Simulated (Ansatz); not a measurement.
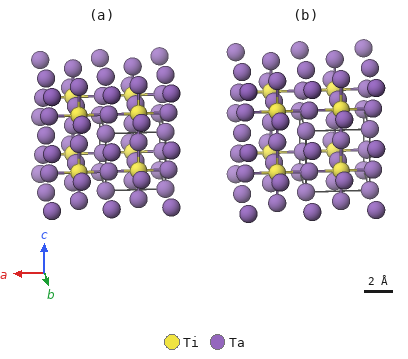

The structure of solid Ta4Ti (a generated structure, set up in Pm-3m) (coarse preliminary run) before (left) and after (right) a relaxation, at one scale.

A ball-and-stick model of the cell of the calculation, repeated 2 × 2 × 2 with one cell outlined, seen from a free direction.

These are results of DFT PBE, scalar-relativistic, plane waves, PAW in Ansatz 0.2.0, not measurements.

The input:
```yaml
crystal:
  lattice:
    - [4.35489862, 0.0, 0.0]
    - [0.0, 4.35489862, 0.0]
    - [0.0, 0.0, 4.35489862]
  atoms:
    - { symbol: Ti, position: [0.5, 0.5, 0.5] }
    - { symbol: Ta, position: [0.0, 0.0, 0.0] }
    - { symbol: Ta, position: [0.5, 0.5, 0.0] }
    - { symbol: Ta, position: [0.5, 0.0, 0.5] }
    - { symbol: Ta, position: [0.0, 0.5, 0.5] }
basis:
  ecutwfc: 420
kpoints:
  mp_grid: { grid: [4, 4, 4] }
hamiltonian:
  xc: pbe
scf:
  occupations: { method: gaussian, width: 0.1 }
  lower_state_search: "off"
output:
  forces: true
  stress: true
  eigenvalues: true
relax:
  adjacent_minimum: "off"
  f_tol: 0.04
  max_steps: 70
  cell: { stress_tol: 0.4 }
```

Command:
```bash
ansatz run input.yaml --threads 1 --pin off --max-ram 2560MiB --backend cpu --events-out ev --progress --plain --runs-dir out
```

Q: What changed between the two?

A: The energy falls by 406 meV per atom in 3 accepted moves (4 points after the start). All forces vanish by symmetry, so only the cell relaxes. Pressure: 40.66 GPa at the start and 0.01 GPa at the end. At 1 point the geometry stayed and the basis and grid were re-selected for the new cell (energy shift of 2.7 meV per atom at most each time). The atoms keep their places relative to the cell (all moves are under 0.005 Å). Cell: a = b = c 4.355 → 4.662 Å (+7.0 %). Volume +22.7 %. Near-neighbour distances that change, for instance: Ta2–Ta3 3.079 → 3.296 Å, Ti1–Ta3 2.177 → 2.331 Å. The space group stays Pm-3m (No. 221). The run took 23 s on 1 thread of AMD EPYC (Zen 3), on a shared host, peak memory 0.4 GiB.
